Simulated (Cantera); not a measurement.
A closed system holds: 1 mol AlCl₃, 7 mol NH₃, 11 mol H₂, equilibrated at 1.33 mbar.

These are equilibrium values from Cantera (NASA tables, ideal gas, pure condensed phases), not measurements of a reactor. Candidate condensed phases: Al, AlCl₃, AlN, NH₄Cl; 20 gas species. The tables' values for AlCl₂ are old estimates; treat these amounts as uncertain. Equilibrium is a limit: real reactors are often held back by kinetics, nucleation or transport.

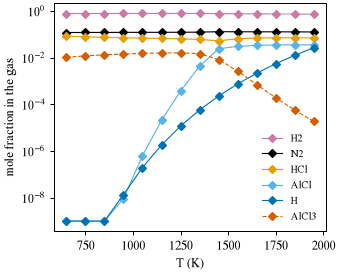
*Equilibrium gas composition (values under 1e-9 drawn at 1e-9)*

From 650 K to 1350 K the condensed part is AlN(s). From 1450 K to 1950 K nothing is condensed. The main Al-bearing gas is AlCl₃ at 650 K and AlCl at 1950 K.
